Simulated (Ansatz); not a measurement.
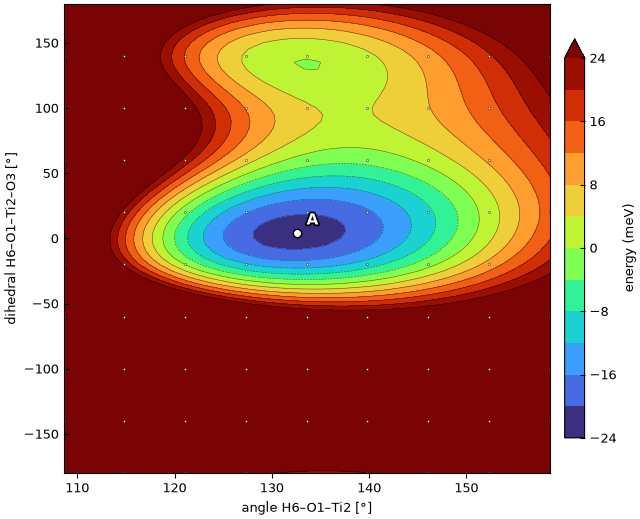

FH3O3Ti, SMILES [OH][Ti]([OH])([OH])[F]. The first coordinate is: angle H6–O1–Ti2; the second: dihedral H6–O1–Ti2–O3. Nothing is relaxed (all other coordinates rigid). Grid: 9 × 9 points. Energies are in meV, from the relaxed molecule at the same level. These are results of RKS B3LYP-D4/def2-SVP in Ansatz, not measurements.

The picture shows filled contours, dots at the grid points, one colour for all values above the top of the scale, the well A. Between grid points the surface is interpolated.

Estimate the position of the minimum and the force constants in these coordinates. Take the well at A.

The interpolated minimum is at angle H6–O1–Ti2 ≈ 132.6°, dihedral H6–O1–Ti2–O3 ≈ 4°. The curvatures there are about 0.6 eV/rad² and 0.077 eV/rad², with a cross term of about −0.028 eV/rad². Round the minimum the two coordinates are weakly coupled (coupling −0.13 in units of the two stiffnesses).
